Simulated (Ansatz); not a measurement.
# C2H4GaN (SMILES N=C=[CH][GaH2]) at CCSD/def2-SVP

Aim: the vertical ionisation energy of C2H4GaN at CCSD/def2-SVP, from 2 runs. 

The calculation is run with Ansatz 0.2.0.

48 further runs of the same task are left out: 48 set aside as unsound or not needed. Runs told in other sessions of the task aren't counted.

### 1 The system as given

The species is C2H4GaN (8 atoms), meant as a singlet with charge 0. SMILES: `N=C=[CH][GaH2]`. Geometry: relaxed at PBE0-D4/def2-TZVP.

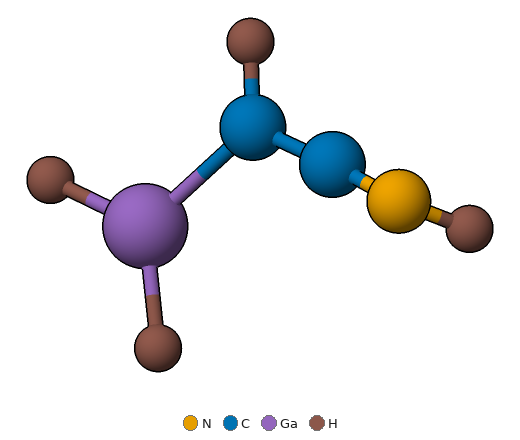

Viewed from a chosen angle; nitrogen amber, carbon blue, gallium purple, hydrogen brown.

### 2 The energy at CCSD/def2-SVP

in.yaml

```yaml
crystal:
  periodic: [false, false, false]
  atoms:
    - {symbol: "N", position_ang: [0.336900, 2.061700, -0.854600]}
    - {symbol: C, position_ang: [0.365600, 1.114900, -0.096000]}
    - {symbol: C, position_ang: [0.472300, 0.025700, 0.622800]}
    - {symbol: Ga, position_ang: [-0.381300, -1.593600, 0.007200]}
    - {symbol: H, position_ang: [-0.411400, 2.740600, -0.770200]}
    - {symbol: H, position_ang: [1.040500, 0.073900, 1.545200]}
    - {symbol: H, position_ang: [-0.231900, -2.886400, 0.876300]}
    - {symbol: H, position_ang: [-1.190600, -1.536800, -1.330700]}
basis:
  gaussian:
    orbitals: def2-SVP
correlation:
  method: ccsd
  frozen_orbitals: {C: 1, Ga: 9, H: 0, "N": 1}
accuracy: high
scf:
  omitted_lower_state_checks: [cluster_reference, increment]
```

Started as:

```bash
$ ansatz run in.yaml --threads 1 --pin off --max-ram 3480MiB --events-out events.jsonl --progress --plain --runs-dir runs
```

Standard output, shortened:

```text
Warning: RAYON_NUM_THREADS=1 ignored (pool sized by the plan → 1); use --threads N
Functional definition: HF
  name "HF"
[...]
2065 factors; integrals over basis functions are off by at most 9.3e-9 eV
[...]
mean field -55929.10035967 eV, -2055.3565281122 hartree, gradient 4.5e-8 eV, S^2 0.000000; 0 other end points of the search recorded, 0 dependent functions left out
12 core orbitals not correlated: weight in the atoms' cores, before any rotation towards them, 1.000 or more for the frozen orbitals, at most 0.000 for the correlated occupied ones
reference -55929.10035967 eV, -2055.3565281122 hartree; 15, 15 occupied and 67, 67 virtual orbitals, 2065 factors
second order -17.20380032 eV of doubles, -0.00000000 eV of singles
cycle   1  -16.92791377 eV  change    2.8e-1 eV  update   1.2e-1
[...]
cycle  22  -17.67043610 eV  change   -2.2e-9 eV  update   2.2e-9
Total energy: -55946.77079577 eV, -2056.0059046614 hartree
Checks for a lower state left out: cluster_reference, increment
```

It took 25 s on 1 thread of Arm Neoverse V1, shared host; peak memory 0.57 GiB.

### 3 The doublet cation at the same level

in.yaml

```yaml
crystal:
  periodic: [false, false, false]
  atoms:
    - {symbol: N, position_ang: [0.336900, 2.061700, -0.854600]}
    - {symbol: C, position_ang: [0.365600, 1.114900, -0.096000]}
    - {symbol: C, position_ang: [0.472300, 0.025700, 0.622800]}
    - {symbol: Ga, position_ang: [-0.381300, -1.593600, 0.007200]}
    - {symbol: H, position_ang: [-0.411400, 2.740600, -0.770200]}
    - {symbol: H, position_ang: [1.040500, 0.073900, 1.545200]}
    - {symbol: H, position_ang: [-0.231900, -2.886400, 0.876300]}
    - {symbol: H, position_ang: [-1.190600, -1.536800, -1.330700]}
basis:
  gaussian: {orbitals: def2-SVP}
total_charge: 1
magnetization: {spin_polarized: true, initial_magnetization: 1}
correlation: {method: ccsd, frozen_orbitals: {C: 1, Ga: 9, H: 0, "N": 1}}
accuracy: high
scf: {omitted_lower_state_checks: [cluster_reference, increment]}
```

Started as:

```bash
$ ansatz run in.yaml --threads 1 --pin off --max-ram 3480MiB --events-out events.jsonl --progress --plain --runs-dir runs
```

Standard output, shortened:

```text
Warning: RAYON_NUM_THREADS=1 ignored (pool sized by the plan → 1); use --threads N
[... 2 set-up lines as earlier in the session ...]
[...]
2062 factors; integrals over basis functions are off by at most 9.3e-9 eV
[...]
mean field -55921.01973618 eV, -2055.0595706759 hartree, gradient 4.3e-8 eV, S^2 0.908213; 4 other end points of the search recorded, 0 dependent functions left out
12 core orbitals not correlated: weight in the atoms' cores, before any rotation towards them, 1.000 or more for the frozen orbitals, at most 0.000 for the correlated occupied ones
reference -55921.01973618 eV, -2055.0595706759 hartree; 15, 14 occupied and 67, 68 virtual orbitals, 2062 factors
second order -16.04569679 eV of doubles, -0.00000000 eV of singles
cycle   1  -15.98241991 eV  change    6.3e-2 eV  update   1.3e-1
[...]
cycle  32  -16.89011182 eV  change   5.5e-10 eV  update   1.8e-9
Total energy: -55937.90984800 eV, -2055.6802708368 hartree
Checks for a lower state left out: cluster_reference, increment
```

Wall time 1.8 min (1 thread of Arm Neoverse V1, shared host); peak memory 1.2 GiB.

### 4 Outcome

At CCSD/def2-SVP, 12 core orbitals frozen:

| quantity | value |
| --- | --- |
| singlet C2H4GaN: total energy | -2056.00590 Eh |
| singlet C2H4GaN: correlation energy (12 core orbitals frozen) | -649.4 mEh |
| singlet C2H4GaN: T1 diagnostic | 0.015 |
| doublet cation: total energy | -2055.68027 Eh |
| doublet cation: correlation energy (12 core orbitals frozen) | -620.7 mEh |
| doublet cation: ⟨S²⟩ of the reference determinant | 0.908 |
| doublet cation: T1 diagnostic | 0.026 |
| vertical ionisation energy (to the doublet cation) | 8.861 eV |

What this shows: The vertical ionisation energy comes to 8.86 eV (855 kJ/mol). ⟨S²⟩ (doublet cation) is 0.91 where a pure doublet has 0.75: the reference is spin-contaminated.
